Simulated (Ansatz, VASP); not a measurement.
# MgO (Periclase): VASP beside Ansatz, part 2 of 2

Wanted: the spread between two codes on one cell, functional and k mesh.

VASP 6.6.1 and Ansatz 0.2.0.

So far: Set-up; VASP: band structure, HSE06; Ansatz: band structure, HSE06.

The database entry behind the starting cell differs from later determinations by our own check (about 0.1 % long), so it need not match the best structure at ambient conditions.

## (4) Side by side

Known differences besides the PAW data sets themselves: exact exchange at q = 0 is treated differently, which shows on coarse meshes; VASP keeps PBE cores, Ansatz makes them for the functional; the data sets hold 16 valence electrons in Ansatz (default PAW (the set named soft_2) files) and 8 in VASP; the cutoff is 420 eV in Ansatz and 520 eV in VASP; VASP takes a coarser grid for exact exchange (PRECFOCK = Fast). Total energies have different zeros and are not compared.

The two programs side by side:

```
                     quantity  Ansatz   VASP  difference
gap over the path points (eV)   6.469  6.424      +0.045
```

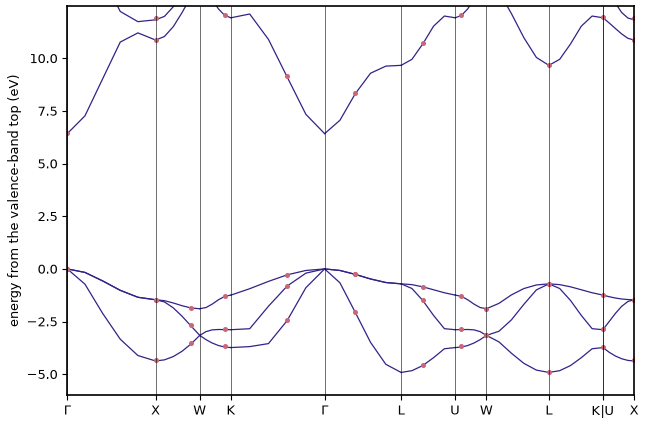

Bands from VASP (lines) and levels from Ansatz (dots). Dots without a line are higher empty bands that the VASP plot leaves out.

Levels at points of the path, from each program's valence-band top (eV; 3 filled, then empty):

```
k (reciprocal lattice)                         Ansatz                           VASP
     0.000 0.000 0.000      0.00 0.00 0.00 6.47 17.79      0.00 0.00 0.00 6.42 17.75
     0.500 0.000 0.500  -4.34 -1.45 -1.45 10.89 11.92  -4.37 -1.47 -1.47 10.87 11.83
     0.500 0.200 0.700  -3.54 -2.68 -1.84 12.95 13.90  -3.57 -2.70 -1.85 12.93 13.82
     0.400 0.350 0.750  -3.68 -2.87 -1.29 12.07 13.87  -3.71 -2.88 -1.30 12.04 13.80
     0.150 0.150 0.300   -2.44 -0.81 -0.28 9.15 14.38   -2.45 -0.81 -0.28 9.11 14.36
     0.200 0.200 0.200   -2.05 -0.26 -0.26 8.36 15.00   -2.06 -0.26 -0.26 8.32 14.98
     0.550 0.400 0.550  -4.57 -1.49 -0.85 10.71 14.62  -4.59 -1.50 -0.85 10.68 14.59
     0.600 0.250 0.650  -3.68 -2.87 -1.29 12.07 13.87  -3.71 -2.88 -1.30 12.04 13.80
     0.500 0.250 0.750  -3.13 -3.13 -1.88 13.67 13.67  -3.16 -3.16 -1.89 13.66 13.66
     0.500 0.500 0.500   -4.90 -0.71 -0.71 9.70 14.88   -4.92 -0.71 -0.71 9.67 14.84
```

Among the levels compared (up to four filled and three empty ones at each point), filled levels agree within 34 meV and empty ones within 88 meV.

## (5) VASP: band structure, HSEsol

The same path points are solved in both programs, so levels can be compared one by one.

Input file INCAR:

```
SYSTEM = MgO
PREC = Accurate
ENCUT = 520
EDIFF = 1E-06
NELM = 100
ISMEAR = 0
SIGMA = 0.02
LREAL = .FALSE.
ALGO = Normal
LHFCALC = .TRUE.
AEXX = 0.25
GGA = PS
HFSCREEN = 0.2
LASPH = .TRUE.
NBANDS = 10
PRECFOCK = Fast
LORBIT = 11
LWAVE = .FALSE.
LCHARG = .FALSE.
KPAR = 4
```

Input file POSCAR:

```
MgO
1.0
    0.0000000000      2.1085000000      2.1085000000
    2.1085000000      0.0000000000      2.1085000000
    2.1085000000      2.1085000000      0.0000000000
Mg O
1 1
Direct
    0.0000000000      0.0000000000      0.0000000000
    0.5000000000      0.5000000000      0.5000000000
```

Input file KPOINTS:

```
Automatic mesh
0
Gamma
6 6 6
0 0 0
```

Input file KPOINTS_OPT:

```
Line mode
6
Line-mode
Reciprocal
  0.00000000   0.00000000   0.00000000 GAMMA
  0.50000000   0.00000000   0.50000000 X

  0.50000000   0.00000000   0.50000000 X
  0.50000000   0.25000000   0.75000000 W

  0.50000000   0.25000000   0.75000000 W
  0.37500000   0.37500000   0.75000000 K

  0.37500000   0.37500000   0.75000000 K
  0.00000000   0.00000000   0.00000000 GAMMA

  0.00000000   0.00000000   0.00000000 GAMMA
  0.50000000   0.50000000   0.50000000 L

  0.50000000   0.50000000   0.50000000 L
  0.62500000   0.25000000   0.62500000 U

  0.62500000   0.25000000   0.62500000 U
  0.50000000   0.25000000   0.75000000 W

  0.50000000   0.25000000   0.75000000 W
  0.50000000   0.50000000   0.50000000 L

  0.50000000   0.50000000   0.50000000 L
  0.37500000   0.37500000   0.75000000 K

  0.62500000   0.25000000   0.62500000 U
  0.50000000   0.00000000   0.50000000 X
```

The projector-augmented-wave data sets are Mg and O (PBE family, release 64).

Command:

```bash
mpirun -np 4 vasp_std
```

Numbers of over 12 decimals in the logs are rounded to 6 here.

The log of the run:

```text
[banner, memory and clock lines left out]
running    4 mpi-ranks, on    1 nodes
[...]
|                                                                             |
|               ----> ADVICE to this user running VASP <----                  |
|                                                                             |
|     You enforced a specific xc type in the INCAR file but a different       |
|     [... a line on the potential file left out ...]
|     I HOPE YOU KNOW WHAT YOU ARE DOING!                                     |
|                                                                             |

 LDA part: xc-table for (Slater+PW92), standard interpolation
 found WAVECAR, reading the header
 POSCAR, INCAR and KPOINTS ok, starting setup
[...]
reading WAVECAR
 the WAVECAR file was read successfully
 initial charge from wavefunction
 entering main loop
       N       E                     dE             d eps       ncg     rms          rms(c)
[...]
DAV:   6    -0.146946982411E+02    0.12247E-04   -0.58270E-06   334   0.217E-02    0.212E-02
DAV:   7    -0.146946936340E+02    0.46070E-05   -0.15788E-06   186   0.150E-02    0.120E-02
DAV:   8    -0.146946920438E+02    0.15903E-05   -0.60403E-07   160   0.954E-03    0.677E-03
DAV:   9    -0.146946915265E+02    0.51720E-06   -0.18822E-07   160   0.503E-03
   1 F= -.14694692E+02 E0= -.14694692E+02  d E =-.253792E-48
 Start KPOINTS_OPT (optional k-point list driver)
k-point batch [1-16\60]
       N       E                     dE             ncg
DAV:   1    -0.593792630234E+02   -0.52299E+04      384
DAV:   2    -0.518042672650E+03   -0.45866E+03      370
DAV:   3    -0.532129848991E+03   -0.14087E+02      366
DAV:   4    -0.532237406576E+03   -0.10756E+00      358
DAV:   5    -0.532237666819E+03   -0.26024E-03      364
DAV:   6    -0.532237667692E+03   -0.87309E-06      362
[...]
k-point batch [49-60\60]
       N       E                     dE             ncg
DAV:   1     0.143562735212E+04   -0.45609E+04      264
DAV:   2     0.106251334038E+04   -0.37311E+03      294
DAV:   3     0.105028272465E+04   -0.12231E+02      276
DAV:   4     0.105018261241E+04   -0.10011E+00      280
DAV:   5     0.105018238160E+04   -0.23081E-03      284
DAV:   6     0.105018238078E+04   -0.81261E-06      282
```

Parts of OUTCAR (step 5):

```text
 POSITION                                       TOTAL-FORCE (eV/Angst)
 -----------------------------------------------------------------------------------
      0.00000      0.00000      0.00000         0.000000     -0.000000      0.000000
      2.10850      2.10850      2.10850        -0.000000      0.000000     -0.000000
 -----------------------------------------------------------------------------------
    total drift:                                0.000570      0.000796      0.000805

  FREE ENERGIE OF THE ION-ELECTRON SYSTEM (eV)
  ---------------------------------------------------
  free  energy   TOTEN  =       -14.6946915265 eV

  energy  without entropy=      -14.6946915265  energy(sigma->0) =      -14.69469153

[... 2 parts as in an earlier step ...]

[... 1 further part left out ...]
[key lines of the parts left out:]
E-fermi :   2.0175
```

## (6) Ansatz: band structure, HSEsol

The same cell, functional, mesh and smearing now go to Ansatz, which takes its cutoff from its data sets.

Input file input.yaml:

```yaml
crystal:
  lattice:
    - [0.0, 2.1085, 2.1085]
    - [2.1085, 0.0, 2.1085]
    - [2.1085, 2.1085, 0.0]
  atoms:
    - { symbol: Mg, position: [0.0, 0.0, 0.0] }
    - { symbol: O, position: [0.5, 0.5, 0.5] }
hamiltonian:
  xc:
    exchange: hjs_pbesol
    correlation: pbesol
    exx: { coeff: 0.25, omega: 0.2 }
  pseudopotentials: { kind: paw }
kpoints:
  mp_grid: { grid: [6, 6, 6] }
  band_path:
    path:
      - [0.0, 0.0, 0.0]
      - [0.5, 0.0, 0.5]
      - [0.5, 0.2, 0.7]
      - [0.4, 0.35, 0.75]
      - [0.15, 0.15, 0.3]
      - [0.2, 0.2, 0.2]
      - [0.55, 0.4, 0.55]
      - [0.6, 0.25, 0.65]
      - [0.5, 0.25, 0.75]
      - [0.5, 0.5, 0.5]
      - [0.375, 0.375, 0.75]
      - [0.5, 0.0, 0.5]
    npoints: 1
scf:
  occupations: { method: gaussian, width: 0.02 }
  n_extra_bands: 7
output:
  forces: true
  stress: true
  eigenvalues: true
  write_density: true
  write_potential: true
  elf: true
  volumetric_format: npy
```

Command:

```bash
ansatz run input.yaml --threads 4 --pin off --max-ram 9216MiB --backend cpu --events-out ev --progress --plain --runs-dir out
```

The log of the run:

```text
[...]
Crystal: 2 atoms, lattice volume = 18.748 Å³
Basis set: ecut = 420 eV, 339 PW (Γ), exchange–correlation on 40×40×40 points (8 copies of the dense FFT grid, shifted against one another)
Bands: 15, of which v1, the nominal top of the filled ones, is band 8 counted from 1 (7 counted from 0)
Symmetry: 48 space group operations
[...]
k-points: 16 of 216
[...]
--- Band table (eV; the first three rows and the last of 16) ---
  k-point 0: bands = [... 4 lower, -12.0037, 6.7376, 6.7376, 6.7376, 13.1257, 24.4180, 24.4180, 24.4180, ... 3 higher]
  k-point 1: bands = [... 4 lower, -11.6945, 5.1653, 6.5474, 6.5474, 14.5910, 22.0332, 25.0225, 25.0225, ... 3 higher]
  k-point 2: bands = [... 4 lower, -11.0027, 2.8222, 6.1922, 6.1922, 16.1375, 21.0571, 25.2659, 25.2659, ... 3 higher]
  k-point 15: bands = [... 4 lower, -10.3213, 2.9210, 4.3300, 4.9406, 19.0558, 20.0879, 21.2616, 25.3634, ... 3 higher]
[key lines of the parts left out:]
Free energy (F): -2481.645778 eV
Fermi energy:    9.931644 eV
P = ⅓ Tr σ = -4.9388 GPa (-49.388 kbar)
```

It took 9.8 s on 4 threads of AMD EPYC 9R14 (Zen 4), shared host; peak memory 0.62 GiB; 31 s of CPU time.

## (7) Comparison

Both answers:

```
                     quantity  Ansatz   VASP  difference
gap over the path points (eV)   6.388  6.358      +0.030
```

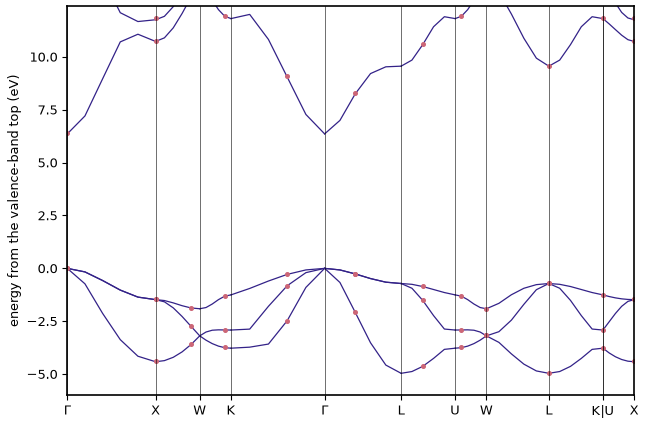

Bands from VASP (lines) and levels from Ansatz (dots). Dots without a line are higher empty bands that the VASP plot leaves out.

Levels at points of the path, from each program's valence-band top (eV; 3 filled, then empty):

```
k (reciprocal lattice)                         Ansatz                           VASP
     0.000 0.000 0.000      0.00 0.00 0.00 6.39 17.68      0.00 0.00 0.00 6.36 17.63
     0.500 0.000 0.500  -4.38 -1.47 -1.47 10.75 11.82  -4.42 -1.48 -1.48 10.73 11.75
     0.500 0.200 0.700  -3.58 -2.71 -1.86 12.83 13.81  -3.61 -2.73 -1.87 12.81 13.75
     0.400 0.350 0.750  -3.72 -2.90 -1.31 11.95 13.78  -3.75 -2.91 -1.31 11.92 13.72
     0.150 0.150 0.300   -2.47 -0.82 -0.28 9.07 14.25   -2.48 -0.82 -0.28 9.05 14.23
     0.200 0.200 0.200   -2.07 -0.26 -0.26 8.28 14.88   -2.08 -0.26 -0.26 8.25 14.86
     0.550 0.400 0.550  -4.62 -1.50 -0.85 10.60 14.53  -4.63 -1.51 -0.86 10.58 14.51
     0.600 0.250 0.650  -3.72 -2.90 -1.31 11.95 13.78  -3.75 -2.91 -1.31 11.92 13.72
     0.500 0.250 0.750  -3.17 -3.17 -1.90 13.56 13.56  -3.19 -3.19 -1.91 13.55 13.55
     0.500 0.500 0.500   -4.95 -0.71 -0.71 9.58 14.78   -4.96 -0.72 -0.72 9.56 14.76
```

Among the levels compared (up to four filled and three empty ones at each point), filled levels agree within 32 meV and empty ones within 66 meV.

## (8) Summary of results

```
difference in gap over the path points (band structure, HSE06)  : 0.045 eV
difference in gap over the path points (band structure, HSEsol) : 0.030 eV
```

In words: The difference in gap over the path points is 0.045 eV (band structure, HSE06), within the 0.08 eV picked in this series as the mark of a large difference. Differences of this kind measure data sets and numerical settings, not the functional's error against experiment.

[Lines on the potential files, build, host, timing and source positions are cut from VASP's logs without a mark.]

[Logs are printed without paths, hosts, clocks, repeated set-up lines and the standing remarks that a program may print on its own settings, such as how far it seeks lower states.]

[Hosts, paths, dates, database ids (printed as entryN), source tags and the programs' standing remarks are cut or masked in the printed files.]
